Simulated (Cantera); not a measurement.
Input: 1 mol SiC, 0.76 mol O2, 4.8 mol H2, at 10.0 mbar.

These are equilibrium values from Cantera (NASA tables, ideal gas, pure condensed phases), not measurements of a reactor. Candidate condensed phases: C, C6H6, C7H8, C8H18, H2O, Si, SiC, SiO2; 123 gas species. Mutual solubility and eutectic melting of coexisting phases are not modelled. The tables hold silica as quartz up to 1696 K and as liquid above; real silica turns to tridymite and cristobalite and melts near 1996 K. Gases not in the tables: Si2H6 and higher silanes. Rates play no part.

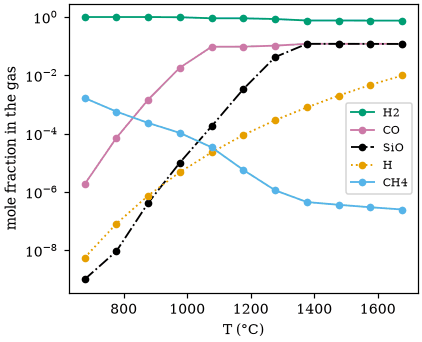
Equilibrium gas composition (values under 1e-9 drawn at 1e-9)

From 677 °C to 977 °C the condensed part is C(graphite) + SiC(s) + SiO2(β-quartz). From 1077 °C to 1277 °C the condensed part is SiC(s) + SiO2(β-quartz). From 1377 °C to 1677 °C the condensed part is SiC(s).
